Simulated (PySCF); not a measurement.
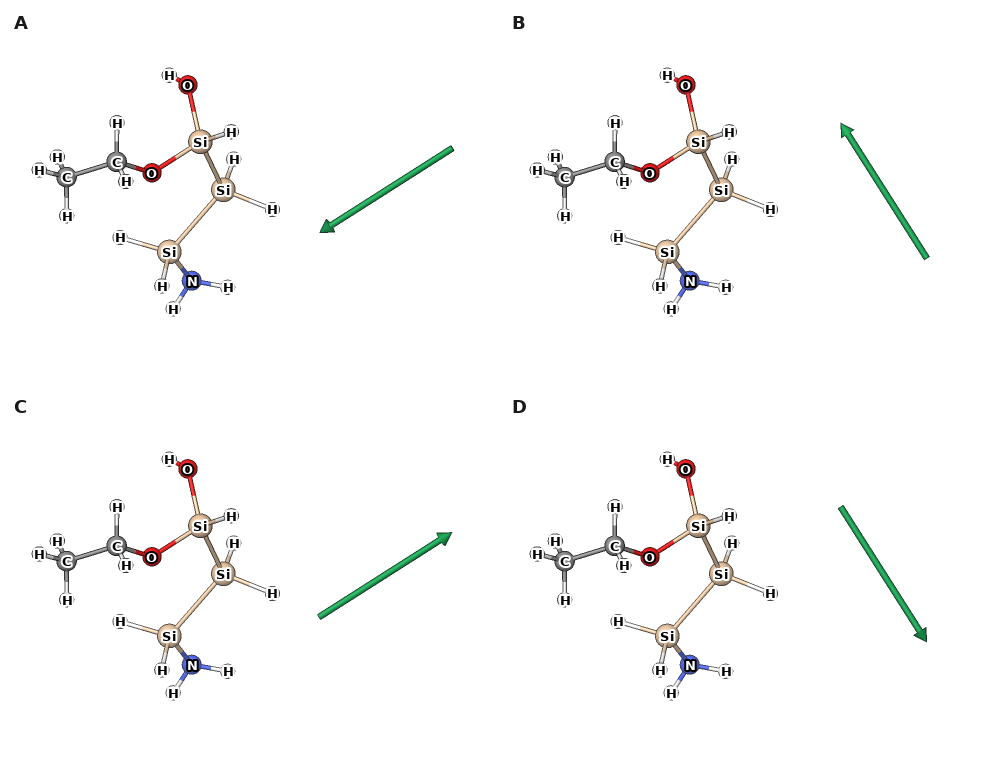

The same molecule four times, each with an arrow. The geometry was computed by an optimisation with GFN2-xTB. No frequency run is at hand to confirm it as a minimum. Method: PBE0/pcSseg-1, gas phase (PySCF 2.14.0).

> Which arrow points along the dipole moment, from the negative to the positive end?

A. The dipole moment is 1.27 D.

The geometry is semi-empirical. Around Si such bond lengths and angles can be off by a tenth of an ångström or more and by several degrees, and values that hang on the shape move with them.
